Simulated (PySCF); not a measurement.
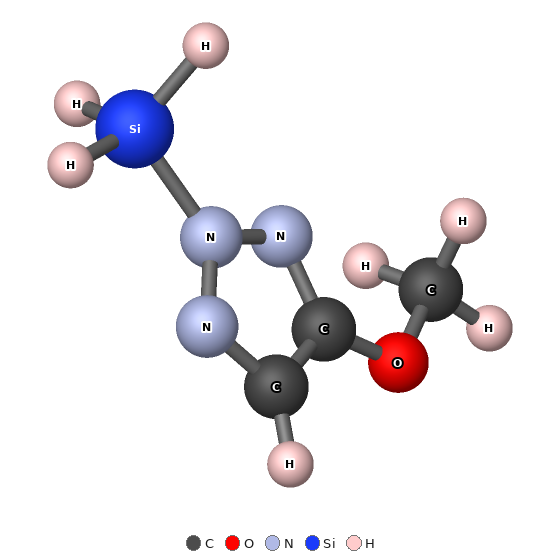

Structure of C₃H₇N₃OSi, SMILES COc1cnn([SiH3])n1.

Vertical TDDFT excitations, CAM-B3LYP/def2-SVPD with PySCF 2.14.0, at a GFN2-xTB geometry (no frequency check), gas phase.

> Predict the low-lying singlet excitations and the spectrum.

The lowest singlet lies at 6.00 eV (207 nm, f = 0.231); the brightest of the first 8 is S1 at 6.00 eV (207 nm), f = 0.231, mainly HOMO → LUMO (95 %). No singlet lies below 3.1 eV (beyond 400 nm), so at this level no vertical transition falls in the visible.


| state | E (eV) | λ (nm) | f | main character |
| --- | --- | --- | --- | --- |
| S1 | 6.00 | 207 | 0.231 | HOMO → LUMO (95 %) |
| S2 | 6.33 | 196 | 0.001 | HOMO−2 → LUMO (95 %) |
| S3 | 6.64 | 187 | 0.010 | HOMO → LUMO+1 (81 %) |
| S4 | 6.97 | 178 | 0.015 | HOMO → LUMO+2 (46 %) |
| S5 | 7.32 | 169 | 0.005 | HOMO−3 → LUMO (87 %) |
| S6 | 7.34 | 169 | 0.006 | HOMO−1 → LUMO (68 %) |
| S7 | 7.45 | 166 | 0.004 | HOMO → LUMO+3 (55 %) |
| S8 | 7.65 | 162 | 0.001 | HOMO → LUMO+4 (76 %) |

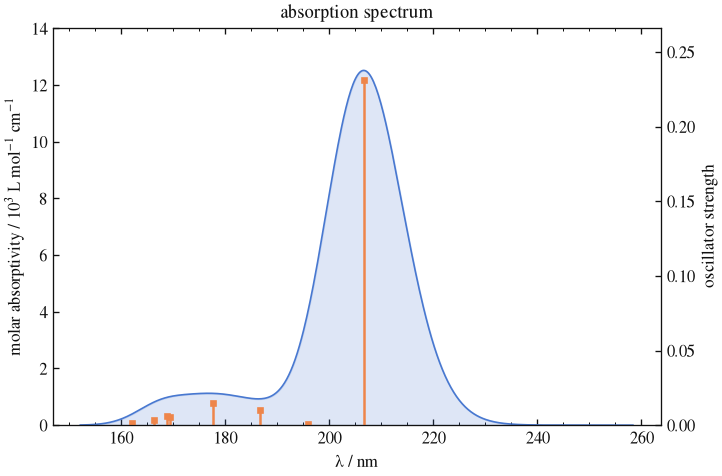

The lowest 8 singlet states are shown; each is broadened by a Gaussian of 1/e half-width 0.30 eV. Sticks give oscillator strengths (right axis).

Known limits of this run: the tight-binding geometry is rougher than a DFT one and adds to the error; one conformer of a flexible molecule; core orbitals are frozen in the response.
